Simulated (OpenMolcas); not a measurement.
**Exact exchange and the dipole moment of NOF (nitrosyl fluoride)**

NOF: 3 atoms, total charge 0, spin state singlet. As SMILES, `O=NF`. The coordinates come from a PBE0-D4/def2-TZVP relaxation.

The dipole moment y, in D, basis def2-TZVPP; a is the functional's share of exact exchange. Programs: OpenMolcas 26.06.

```
functional     program     a  y (D)
       PBE  OpenMolcas     0   1.26
    revPBE  OpenMolcas     0   1.26
     B3LYP  OpenMolcas   0.2   1.39
      PBE0  OpenMolcas  0.25      ?
     BHLYP  OpenMolcas   0.5   1.52
```

Problem. Fit y = c + s·a to the known rows and predict PBE0.

Solution. 
1. Means of the 4 rows: a = 0.1750, y = 1.357.
2. Σ(Δa)² = 0.1675, Σ(Δa·Δy) = 0.08775, so the slope is 0.08775/0.1675 = 0.52388.
3. Intercept: 1.357 − (0.52388) × 0.1750 = 1.265. The largest residual of the fit is 0.019.
4. PBE0: 1.265 + (0.52388) × 0.25 = 1.40 D.

The run gave 1.40 D, so the prediction is off by 0.00 D: they agree to the digits shown. More exact exchange makes the molecule more polar here. The measured value is 1.81 D (NIST CCCBDB; in doubt, as an older value, an estimate or one at odds with other calculations).

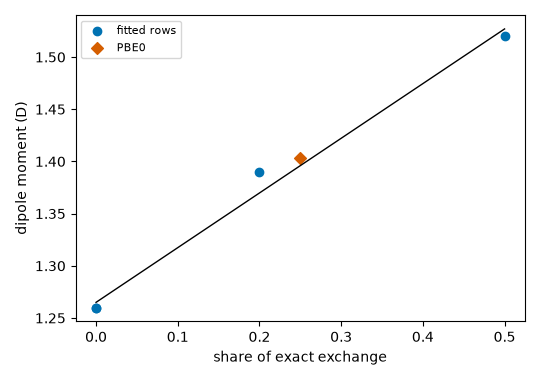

The fitted line, with the withheld row.
